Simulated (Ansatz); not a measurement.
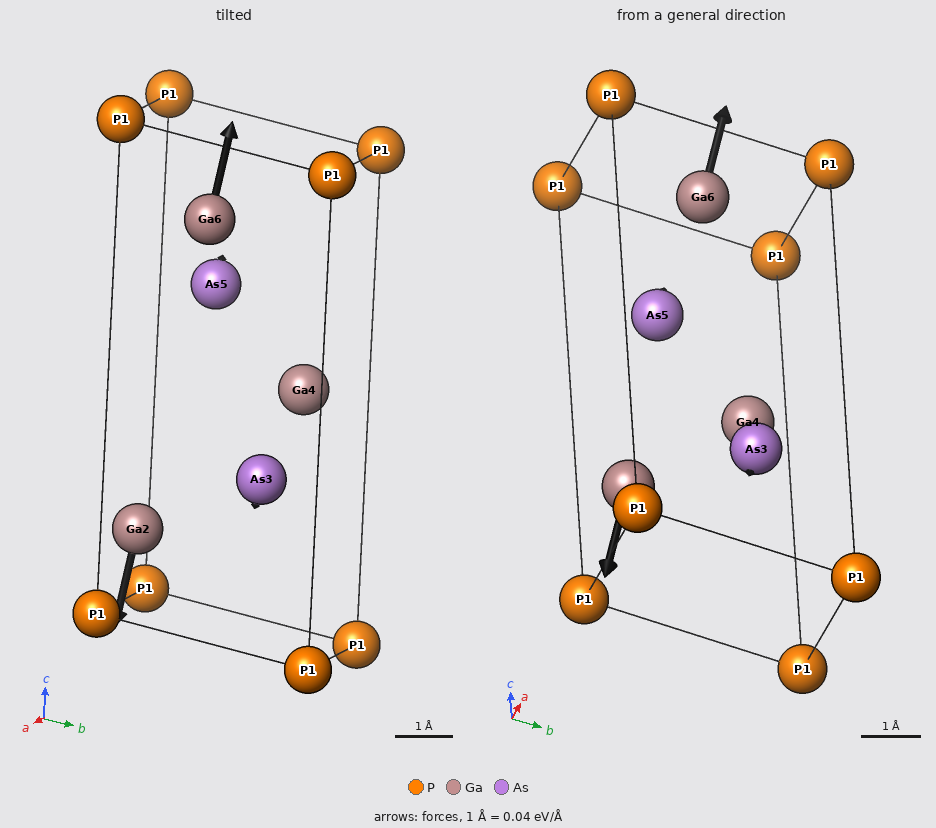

Spheres-only drawing of the structure, looking slightly off an axis and from a general direction. The edges of the cell (the run's own, in a reduced setting) are marked. The arrows are the computed forces on the atoms.

System: Ga$_{3}$As$_{2}$P. Level of theory and settings: DFT, PBE with spin-orbit coupling, plane waves, PAW (Ansatz 0.2.0), plane-wave cutoff 420 eV, k-points about 0.22 Å⁻¹ apart, Fermi-Dirac smearing of 0.02 eV, no moments seeded, so the run stays non-magnetic, spinor wavefunctions.

Q: Is the structure at a minimum of the energy?

A: No. The atoms still feel forces of up to about 0.056 eV/Å, above a usual threshold of 0.01 to 0.03 eV/Å.

Q: Which atom feels the largest force?

A: Ga2 and Ga6, about 0.056 eV/Å.

It derives from a structure type filled with these elements by a generator (whether the compound takes this form wasn't checked). Earlier steps of the study, as a rule a relaxation of our own, may have changed the cell and positions, so they can lie some per cent off the listed ones. Ansatz was used for an electronic-structure calculation on it.
